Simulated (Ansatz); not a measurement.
## Electronic structure of Cl2H5NO2Zr in real space

Input file:

```
crystal:
  periodic: [false, false, false]
  atoms:
    - { symbol: Zr, position_ang: [-0.78434, 0.12698, -0.433082] }
    - { symbol: "N", position_ang: [0.258154, -0.634347, 2.715141] }
    - { symbol: H, position_ang: [0.179139, -1.590149, 3.084653] }
    - { symbol: H, position_ang: [0.87541, -0.125669, 3.361635] }
    - { symbol: O, position_ang: [1.06665, 0.487392, -0.070219] }
    - { symbol: H, position_ang: [1.4441, 0.158218, 0.788247] }
    - { symbol: O, position_ang: [-1.159006, 1.020929, -2.056569] }
    - { symbol: H, position_ang: [-1.625211, 1.418254, -2.803871] }
    - { symbol: Cl, position_ang: [-1.077456, -2.203387, -0.790504] }
    - { symbol: Cl, position_ang: [-2.389598, 0.95581, 1.282573] }
    - { symbol: H, position_ang: [-0.681944, -0.204032, 2.826294] }
basis:
  gaussian: { orbitals: def2-SVP }
hamiltonian:
  xc: pbe0
relax:
  f_tol: 0.03
  max_steps: 50
output:
  orbitals: {}
```

Run with:

```sh
ansatz run input.yaml --threads 4 --pin off --max-ram 5120MiB --backend cpu --events-out ev --progress --plain --runs-dir out
```

The fields are those of the run's last geometry, not of the input's.

Core potentials replace the inner electrons of Zr.

All numbers below come from RKS PBE0/def2-SVP in Ansatz 0.2.0.

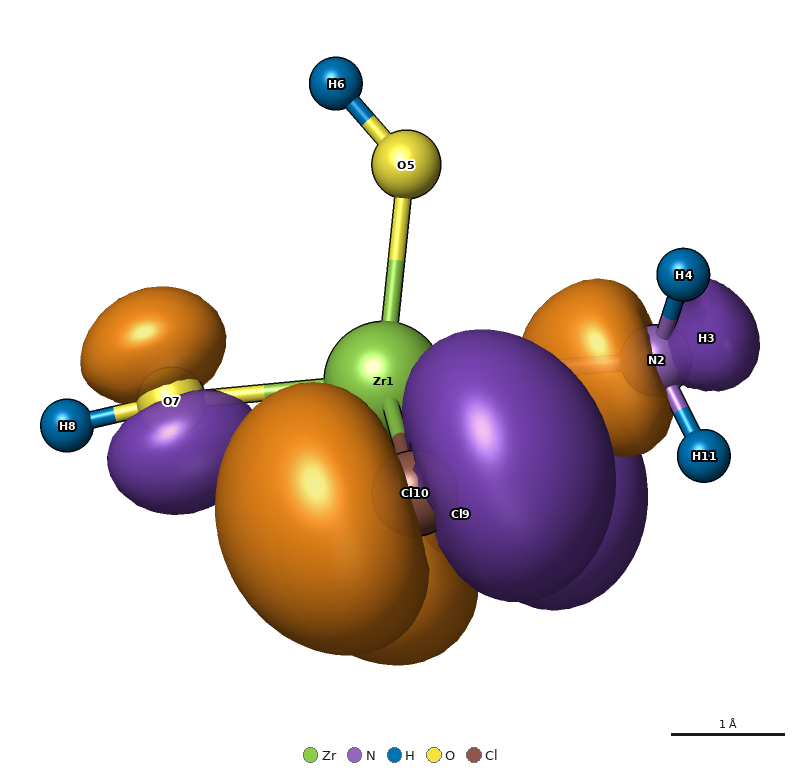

Figure 1. The HOMO−1 at ±0.08 Å⁻³ᐟ² (orange and purple are the two phases), seen across its widest extent.

Question: What is the character of this orbital?

Answer: By Hirshfeld shares it lies mainly on Cl10 (about 50 %) and Cl9 (about 30 %); largely a combination of lone pairs on Cl10 and Cl9. Its energy is −8.25 eV.

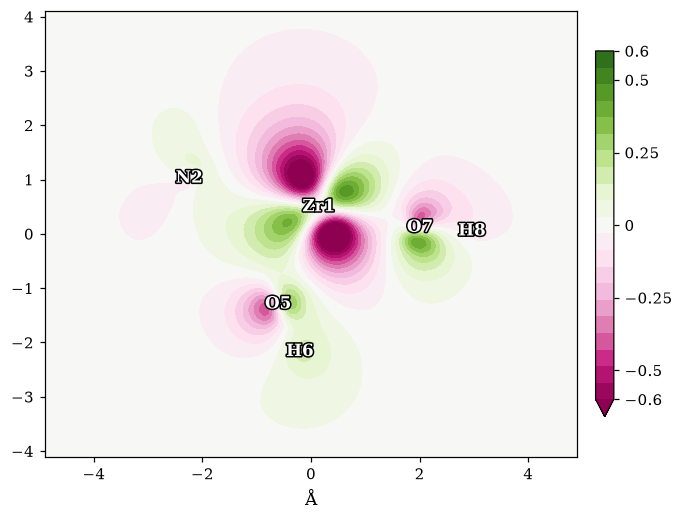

Figure 2. The LUMO on the plane of atoms O5, Zr1 and O7 (values in Å⁻³ᐟ²; the overall sign is arbitrary).

Question: Describe this orbital and give its energy.

Answer: It lies mainly on Zr1 (about 70 %), Cl9 (about 5 %), O7 (about 5 %) and O5 (about 5 %). Its energy is −0.43 eV.
